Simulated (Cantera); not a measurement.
Charge: 1 mol SiCl4, 0.91 mol Cl2, 10 mol H2, equilibrated at 1.40 bar.

Equilibrium computed with Cantera from the NASA thermochemical tables; the gas is ideal and each condensed phase is pure. Candidate condensed phases: Si; 19 gas species. The tables' values for SiCl3 are old estimates; treat these amounts as uncertain. Kinetics and transport are ignored.

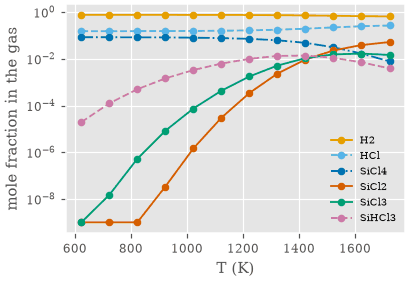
Figure: Equilibrium gas composition (values under 1e-9 drawn at 1e-9)

From 623 K to 1723 K nothing is condensed. The main Si-bearing gas is SiCl4 at 623 K and SiCl2 at 1723 K.
